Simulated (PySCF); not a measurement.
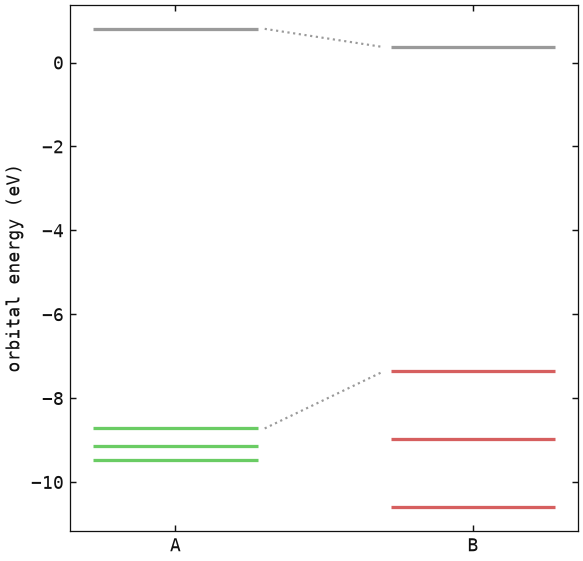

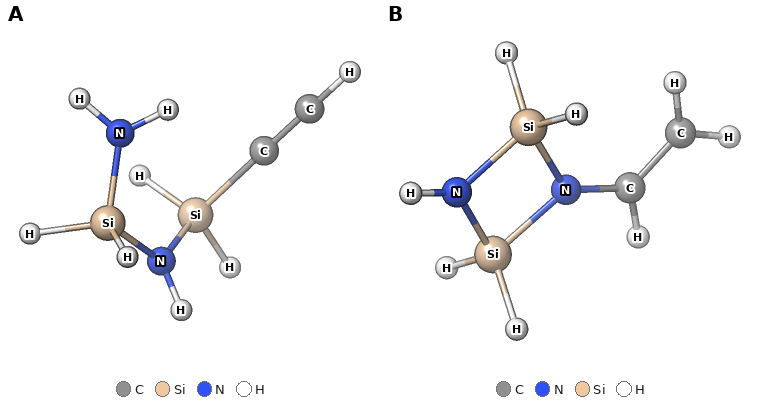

Related molecules: A is C₂H₈N₂Si₂, SMILES C#C[SiH2]N[SiH2]N; B is C₂H₈N₂Si₂, SMILES C=CN1[SiH2]N[SiH2]1. Frontier orbital energies, CAM-B3LYP/def2-SVPD in PySCF, at a PBE0-D3(BJ)/def2-SVP geometry (no frequency check); drawn are at most three filled levels and, in grey, the LUMO with any level within 0.03 eV of it; dotted lines join the HOMOs and the LUMOs.

What does the change do to the frontier levels?

Answer. From A to B the HOMO rises by 1.36 eV and the LUMO falls by 0.44 eV, so the separation goes from 9.52 to 7.73 eV.

Does the ΔSCF ionisation energy follow the HOMO?

Answer. A: −ε(HOMO) 8.72, ΔSCF 9.42 eV; B: −ε(HOMO) 7.36, ΔSCF 8.01 eV.

Caveats, for all or some of the runs: empty levels above zero depend strongly on the basis; one conformer of a flexible molecule.
